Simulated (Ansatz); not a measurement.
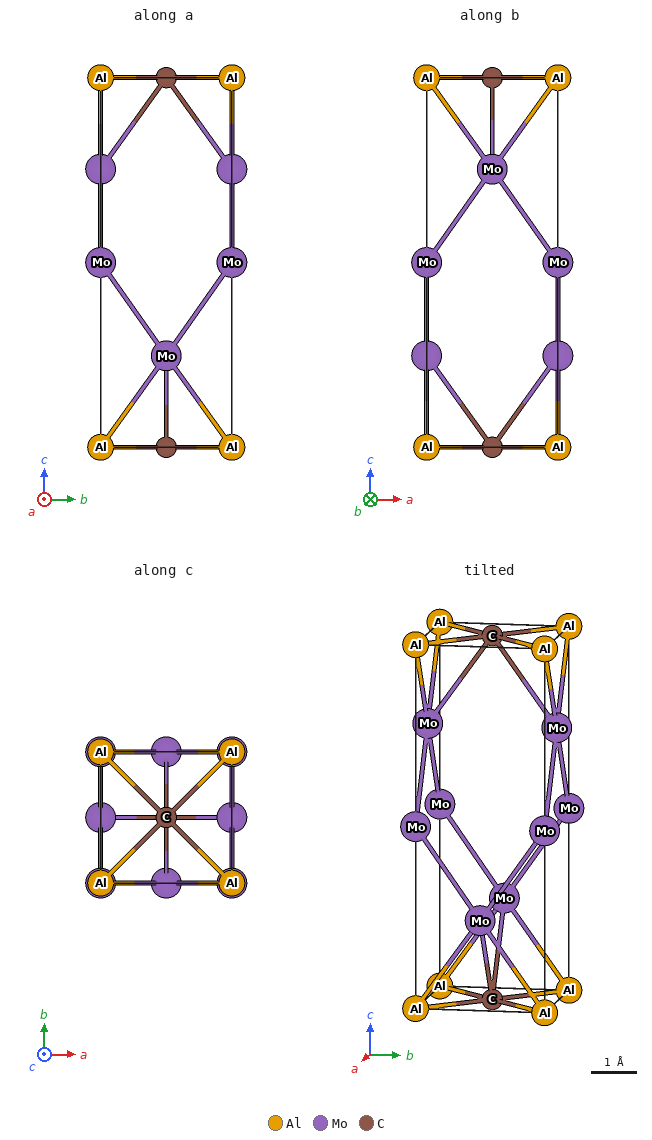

Shown here is a ball-and-stick view of the crystal, taken along the a axis, along the b axis, along the c axis and slightly off an axis. Atoms at the boundary of the conventional unit cell (the box) are drawn once for each face, edge or corner they touch.

Lattice parameters: a = 2.945 Å, b = 2.945 Å, c = 8.291 Å, α = 90.00°, β = 90.00°, γ = 90.00°. Put a along x and b in the xy plane.

Give the atomic positions as a POSCAR file, with free fractional coordinates to two decimals.

```
Al Mo C
1.0
     2.945    0.000    0.000
     0.000    2.945    0.000
     0.000    0.000    8.291
Al Mo C
1 3 1
Direct
  0.00 0.00 0.00
  0.00 0.00 0.50
  0.50 0.00 0.75
  0.00 0.50 0.25
  0.50 0.50 0.00
```

Starting structure: a random cell made by a generator, so it need not be a real form of the compound. Earlier steps of the study may have refined or changed the cell and positions. A calculation with Ansatz used it as input.
